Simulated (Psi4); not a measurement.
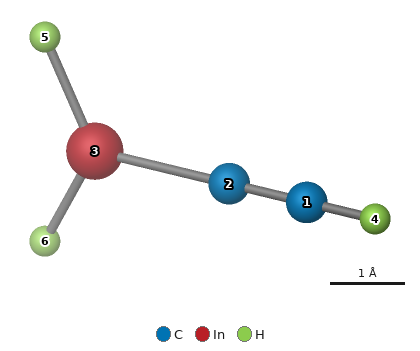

Fig. 1: The structure (ball-and-stick view, seen at a tilt; atoms are numbered from 1 in the order of the input). Sticks mark near contacts.

C$_{2}$H$_{3}$In: excited-state calculation

C$_{2}$H$_{3}$In, computed with TDA (B3LYP)/def2-TZVP, RKS, core potentials def2 (Psi4 1.11).

The geometry comes from this level: PBE0-D4/def2-TZVP.

**Log**
```
Psi4 1.11 release

   => Loading Basis Set <=

    Name: DEF2-TZVP
    Role: ORBITAL
    Keyword: BASIS

    !!!  WARNING: ECP capability is in beta. Please check occupations closely.  !!!

         ---------------------------------------------------------
                                   SCF
                              RKS Reference
                        1 Threads,   1525 MiB Core
         ---------------------------------------------------------

  ==> Geometry <==

    Molecular point group: c1
    Full point group: C1

    Geometry (in Angstrom), charge = 0, multiplicity = 1:

       Center              X                  Y                   Z               Mass
    ------------   -----------------  -----------------  -----------------  -----------------
         C           -0.272544676549    -2.817173727020     0.021980726310    12.000000000000
         C           -0.156344676549    -1.612573727020     0.012780726310    12.000000000000
         IN           0.045955323451     0.474726272980    -0.003719273690   114.903878776000
         H           -0.374944676549    -3.878773727020     0.030180726310     1.007825032230
         H            0.587555323451     1.192326272980    -1.461919273690     1.007825032230
         H           -0.345344676549     1.306326272980     1.441880726310     1.007825032230

  Running in c1 symmetry.

  Rotational constants: A =      3.59122  B =      0.09786  C =      0.09527 [cm^-1]
  Rotational constants: A = 107662.04339  B =   2933.89358  C =   2856.06315 [MHz]
  Nuclear repulsion =   91.358346393140707

  Charge       = 0
  Multiplicity = 1
  Electrons    = 36
  Nalpha       = 18
  Nbeta        = 18

  ==> Algorithm <==

  SCF Algorithm Type is PK.
  DIIS enabled.
  MOM disabled.
  Fractional occupation disabled.
  Guess Type is SAD.
  Energy threshold   = 1.00e-06
  Density threshold  = 1.00e-06
  Integral threshold = 1.00e-12

  ==> Primary Basis <==

  Basis Set: DEF2-TZVP
    Blend: DEF2-TZVP
    Number of shells: 50
    Number of basis functions: 130
    Number of Cartesian functions: 149
    Spherical Harmonics?: true
    Max angular momentum: 3

  Core potential: DEF2-TZVP
    Number of shells: 4
    Number of ECP primitives: 18
    Number of ECP core electrons: 28
    Max angular momentum: 3

  ==> DFT Potential <==

   => LibXC <=

    Version 7.1.2

   => Composite Functional: B3LYP <=

    B3LYP Hyb-GGA Exchange-Correlation Functional

    Deriv               =              1
    GGA                 =           TRUE
    Meta                =          FALSE

    Exchange Hybrid     =           TRUE
    MP2 Hybrid          =          FALSE

   => Exchange Functionals <=

    0.0800   Slater exchange
    0.7200         Becke 88

   => Exact (HF) Exchange <=

    0.2000               HF

   => Correlation Functionals <=

    0.1900   Vosko, Wilk & Nusair (VWN5_RPA)
    0.8100   Lee, Yang & Parr

   => LibXC Density Thresholds  <==

    XC_HYB_GGA_XC_B3LYP:  1.00E-15

   => Molecular Quadrature <=

    Radial Scheme          =       TREUTLER
    Pruning Scheme         =           NONE
    Nuclear Scheme         =       TREUTLER

    Blocking Scheme        =         OCTREE
    BS radius alpha        =              1
    Pruning alpha          =              1
    Radial Points          =             15
    Spherical Points       =             26
    Total Points           =           2298
    Total Blocks           =             31
    Max Points             =            244
    Max Functions          =            130
    Weights Tolerance      =       1.00E-15

  ==> Integral Setup <==

  Using in-core PK algorithm.
   Calculation information:
      Number of atoms:                   6
      Number of AO shells:              50
      Number of primitives:             87
      Number of atomic orbitals:       149
      Number of basis functions:       130

      Integral cutoff                 1.00e-12
      Number of threads:                 1

  Performing in-core PK
  Using 72513740 doubles for integral storage.
  We computed 707577 shell quartets total.
  Whereas there are 813450 unique shell quartets.

  ==> DiskJK: Disk-Based J/K Matrices <==

    J tasked:                  Yes
    K tasked:                  Yes
    wK tasked:                  No
    Memory [MiB]:             1136
    Schwarz Cutoff:          1E-12

  Cached 100.0% of DFT collocation blocks in 0.008 [GiB].

  Minimum eigenvalue in the overlap matrix is 2.3420600235E-05.
  Reciprocal condition number of the overlap matrix is 3.8282427739E-06.
    Using symmetric orthogonalization.

  ==> Pre-Iterations <==

  SCF Guess: Superposition of Atomic Densities via on-the-fly atomic UHF (no occupation information).

   -------------------------
    Irrep   Nso     Nmo
   -------------------------
     A        130     130
   -------------------------
    Total     130     130
   -------------------------

  ==> Iterations <==

                        Total Energy        Delta E     RMS |[F,P]|

   @RKS iter SAD:  -266.74025981023095   -2.66740e+02   0.00000e+00
   @RKS iter   1:  -267.70040335621172   -9.60144e-01   7.12615e-03 ADIIS/DIIS
   @RKS iter   2:  -267.09952726823599    6.00876e-01   9.78840e-03 ADIIS/DIIS
   @RKS iter   3:  -268.10078199125235   -1.00125e+00   2.14236e-03 ADIIS/DIIS
   @RKS iter   4:  -268.12419732362429   -2.34153e-02   1.30703e-03 ADIIS/DIIS
   @RKS iter   5:  -268.13624759020399   -1.20503e-02   4.49575e-04 ADIIS/DIIS
   @RKS iter   6:  -268.13803220117001   -1.78461e-03   5.18394e-05 DIIS
   @RKS iter   7:  -268.13805067866514   -1.84775e-05   1.61130e-05 DIIS
   @RKS iter   8:  -268.13805247576420   -1.79710e-06   1.70493e-06 DIIS
   @RKS iter   9:  -268.13805249863083   -2.28666e-08   3.14120e-07 DIIS
  Energy and wave function converged.

  ==> Post-Iterations <==

   Electrons on quadrature grid:
      Ntotal   =   36.0231810056 ; deviation = 2.318e-02

    Orbital Energies [Eh]
    ---------------------

    Doubly Occupied:

       1A    -10.165083     2A    -10.148679     3A     -4.699150
       4A     -3.091206     5A     -3.080970     6A     -3.079211
       7A     -0.782083     8A     -0.774614     9A     -0.771336
      10A     -0.770986    11A     -0.767991    12A     -0.732625
      13A     -0.536917    14A     -0.458340    15A     -0.337963
      16A     -0.313930    17A     -0.283909    18A     -0.273590

    Virtual:

      19A     -0.084381    20A     -0.005727    21A      0.020443
      22A      0.021215    23A      0.039637    24A      0.050701
      25A      0.068992    26A      0.080300    27A      0.087471
      28A      0.109929    29A      0.139699    30A      0.143190
      31A      0.191000    32A      0.203406    33A      0.246615
      34A      0.268518    35A      0.294960    36A      0.296723
      37A      0.301285    38A      0.328875    39A      0.367818
      40A      0.381315    41A      0.382327    42A      0.391611
      43A      0.407788    44A      0.456574    45A      0.513811
      46A      0.543109    47A      0.575951    48A      0.619379
      49A      0.642356    50A      0.647724    51A      0.681831
      52A      0.688766    53A      0.689765    54A      0.690725
      55A      0.803628    56A      0.843750    57A      0.855545
      58A      0.928811    59A      0.930469    60A      0.939586
      61A      0.969481    62A      0.973639    63A      0.976451
      64A      0.990666    65A      1.004855    66A      1.007318
      67A      1.099927    68A      1.221986    69A      1.326513
      70A      1.437395    71A      1.448176    72A      1.510697
      73A      1.525949    74A      1.573654    75A      1.601687
      76A      1.602883    77A      1.640244    78A      1.711173
      79A      1.722076    80A      1.858314    81A      1.959821
      82A      2.052371    83A      2.081362    84A      2.086887
      85A      2.166908    86A      2.188054    87A      2.199126
      88A      2.229111    89A      2.238937    90A      2.249907
      91A      2.317714    92A      2.328820    93A      2.450699
      94A      2.521445    95A      2.527987    96A      2.531817
      97A      2.532785    98A      2.629046    99A      2.669683
     100A      2.726919   101A      2.763628   102A      2.810735
     103A      2.853869   104A      2.854593   105A      2.938037
     106A      2.940360   107A      2.998270   108A      3.023902
     109A      3.101389   110A      3.104531   111A      3.135254
     112A      3.150919   113A      3.275385   114A      3.347597
     115A      3.654003   116A      3.667667   117A      3.673292
     118A      3.699291   119A      4.202792   120A      4.620391
     121A      4.632444   122A      4.790946   123A      5.366142
     124A     22.152465   125A     22.714913   126A     38.164844
     127A     38.836246   128A     39.061998   129A     39.445360
     130A    123.956593

    Final Occupation by Irrep:
              A
    DOCC [    18 ]
    NA   [    18 ]
    NB   [    18 ]

  @RKS Final Energy:  -268.13805249863083

   => Energetics <=

    Nuclear Repulsion Energy =             91.3583463931407067
    One-Electron Energy =                -620.3691897584649269
    Two-Electron Energy =                 284.1142434962975472
    DFT Exchange-Correlation Energy =     -23.2414526296041153
    Empirical Dispersion Energy =           0.0000000000000000
    VV10 Nonlocal Energy =                  0.0000000000000000
    Total Energy =                       -268.1380524986308274

Computation Completed

Properties will be evaluated at   0.000000,   0.000000,   0.000000 [a0]

Properties computed using the SCF density matrix

 Multipole Moments:

 ------------------------------------------------------------------------------------
     Multipole            Electronic (a.u.)      Nuclear  (a.u.)        Total (a.u.)
 ------------------------------------------------------------------------------------

 L = 1.  Multiply by 2.5417464519 to convert [e a0] to [Debye]
 Dipole X            :          3.3062965           -3.2900290            0.0162675
 Dipole Y            :         34.1612416          -33.9949526            0.1662890
 Dipole Z            :         -0.2669383            0.2657071           -0.0012311
 Magnitude           :                                                    0.1670874

 ------------------------------------------------------------------------------------

	total time  =          4 seconds =       0.07 minutes

******************************************************************************************
**********                               WARNING                                **********
**********       The names of excited state variables changed between 1.5       **********
**********     and 1.6. For a quick solution, remove the symmetry specifier     **********
**********   from the variable name. For full details, see 'Notes on Psivars'   **********
**********                        in the documentation.                         **********
******************************************************************************************

         ---------------------------------------------------------
                         TDSCF excitation energies
         ---------------------------------------------------------

  ==> Options <==

     Residual threshold  : 1.0000e-04
     Initial guess       : denominators
     Reference           : RHF
     Solver type         : TDA (Davidson)

  ==> Requested Excitations <==

      4 singlet states with A symmetry

  ==> Seeking the lowest 4 singlet states with A symmetry

                         Generalized Davidson Solver

  ==> Options <==

    Max number of iterations        = 60
    Eigenvector tolerance           = 1.0000e-04
    Max number of expansion vectors = 800

  => Iterations <=
                           Max[D[value]]     Max[|R|]   # vectors
  DavidsonSolver iter   1:   2.17259e-01  6.35745e-02     16
  DavidsonSolver iter   2:   5.38903e-03  1.39646e-02     20
  DavidsonSolver iter   3:   2.24345e-04  2.90995e-03     24
  DavidsonSolver iter   4:   7.03253e-06  5.07114e-04     28
  DavidsonSolver iter   5:   2.94318e-07  9.57015e-05     30      Converged

******************************************************************************************
**********                               WARNING                                **********
**********  Length-gauge rotatory strengths are **NOT** gauge-origin invariant  **********
******************************************************************************************

                                    Excitation Energy         Total Energy        Oscillator Strength             Rotatory Strength
     #   Sym: GS->ES (Trans)        au              eV              au          au (length)    au (velocity)    au (length)    au (velocity)
    ---- -------------------- --------------- --------------- --------------- --------------- --------------- --------------- ---------------
     1        A->A (1 A)       0.14996         4.08074        -267.98809       0.0000          0.0000         -0.0000         -0.0000
     2        A->A (1 A)       0.17821         4.84929        -267.95984       0.0757          0.0073          0.0000          0.0000
     3        A->A (1 A)       0.19090         5.19461        -267.94715       0.0000          0.0000         -0.0000          0.0000
     4        A->A (1 A)       0.21470         5.84226        -267.92335       0.0178          0.0019         -0.0000         -0.0000

Contributing excitations
Only contributions with abs(coeff) > 1.00e-01 will be printed:

Excited State    1 (1 A):   0.14996 au   303.83 nm f = 0.0000
  Sums of squares: Xssq =  1.000000e+00
     18a  ->  19a    -0.994991 (99.001%)

Excited State    2 (1 A):   0.17821 au   255.67 nm f = 0.0757
  Sums of squares: Xssq =  1.000000e+00
     17a  ->  19a     0.957888 (91.755%)
     18a  ->  22a    -0.257620 ( 6.637%)

Excited State    3 (1 A):   0.19090 au   238.68 nm f = 0.0000
  Sums of squares: Xssq =  1.000000e+00
     16a  ->  19a    -0.996810 (99.363%)

Excited State    4 (1 A):   0.21470 au   212.22 nm f = 0.0178
  Sums of squares: Xssq =  1.000000e+00
     15a  ->  19a     0.990141 (98.038%)
     17a  ->  20a     0.111610 ( 1.246%)

******************************************************************************************
**********                               WARNING                                **********
**********       The names of excited state variables changed between 1.5       **********
**********     and 1.6. For a quick solution, remove the symmetry specifier     **********
**********   from the variable name. For full details, see 'Notes on Psivars'   **********
**********                        in the documentation.                         **********
******************************************************************************************

    Psi4 run time: 0:00:11.89
```

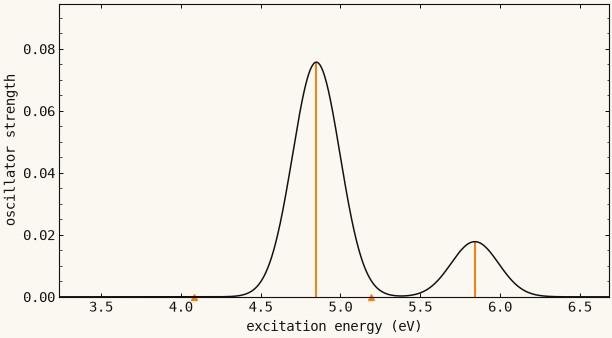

Fig. 2: Computed excitations as sticks (degenerate states added up, dark ones marked on the axis), with a Gaussian envelope of 0.35 eV full width at half maximum, scaled to the tallest. Of the 4 states the lowest lies at 4.08 eV (f = 0.000); the strongest line is at 4.85 eV, or 256 nm (f = 0.076).

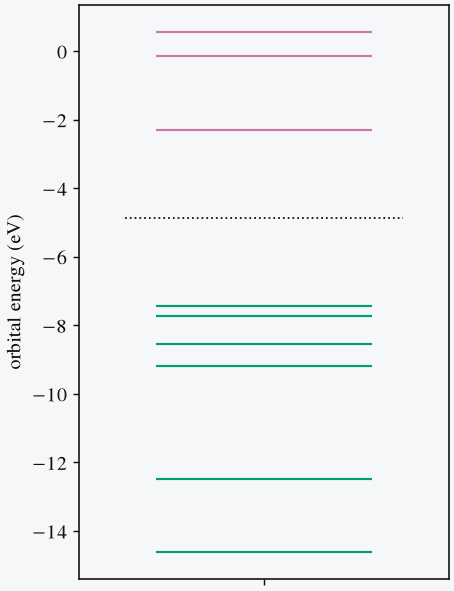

Fig. 3: Orbital energies near the frontier; the dotted line parts filled from empty levels, and levels within 0.02 eV of each other stand side by side. Highest filled −7.44 eV, lowest empty −2.30 eV, 5.14 eV apart.

The run was set up as follows.

**Input file (job.inp)**
```python
memory 1.6 GB

molecule mol {
  C     -0.186600    -1.928000     0.015100
  C     -0.070400    -0.723400     0.005900
  In     0.131900     1.363900    -0.010600
  H     -0.289000    -2.989600     0.023300
  H      0.673500     2.081500    -1.468800
  H     -0.259400     2.195500     1.435000
  symmetry c1
}

set globals {
  basis                def2-TZVP
  puream               true
  scf_type             pk
  dft_radial_points    15
  dft_spherical_points 26
  save_jk              true
}

from psi4.driver.procrouting.response.scf_response import tdscf_excitations
e, wfn = energy("b3lyp", return_wfn=True)
states = tdscf_excitations(wfn, states=4, tda=True)
```

Run as:
```bash
psi4 -i job.inp -o job.out -n 1
```

**Results in brief**

```tsv
quantity	value
outcome	converged
total energy	−268.138052 hartree
basis functions	130
HOMO	−7.44 eV
LUMO	−2.30 eV
dipole moment	0.42 D
lowest excitation	4.08 eV
hardware	1 thread of AMD EPYC (Zen 5), 16 GiB of memory available, shared host
wall time	13 s
peak memory	0.77 GiB
```

**Remarks**

These settings are looser than, or depart from, a standard set-up, so the numbers are not reference values for this system.
